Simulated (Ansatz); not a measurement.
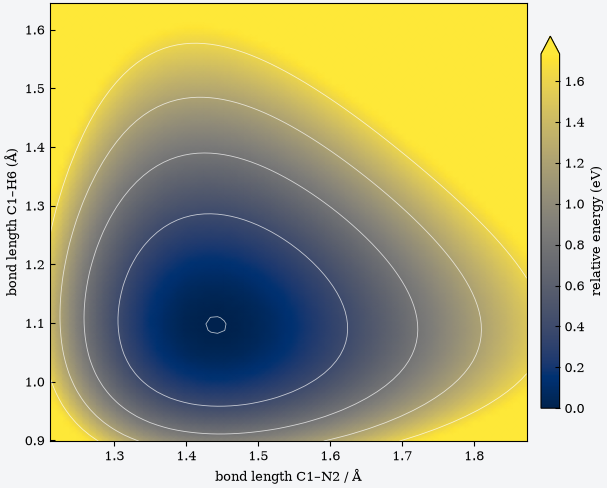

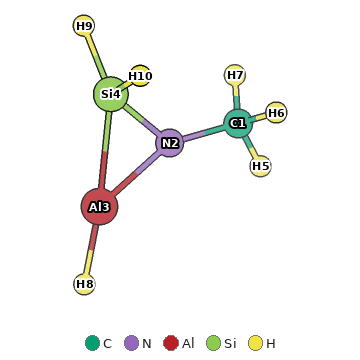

Energy landscape of CH₆AlNSi, SMILES C[N]1[AlH][SiH2]1. The first coordinate is: bond length C1–N2; the second: bond length C1–H6. Nothing is relaxed (all other coordinates rigid). The grid has 13 × 13 points. Points are written as (first, second). Energies are in eV, from the lowest grid point. The reference is spin-restricted, which grows unreliable where a bond is stretched far. All numbers below come from Ansatz 0.2.0, RKS PBE0-D4/def2-TZVP.

In the figure: a smooth colour map with a few white contour lines, one colour for all values above the top of the scale. Between grid points the surface is interpolated. The second picture is the structure at the lowest point.

### Where are the wells?

The lowest grid point is at (1.431 Å, 1.086 Å). It is the only kind of minimum in the scanned range. The highest grid point, (1.873 Å, 1.645 Å), lies 3.63 eV above the lowest. Round the minimum the contours are nearly round: the two directions are equally stiff and uncoupled.

The whole map (169 points run) took 25 min on 1 thread of Arm Neoverse V2, on a shared host.
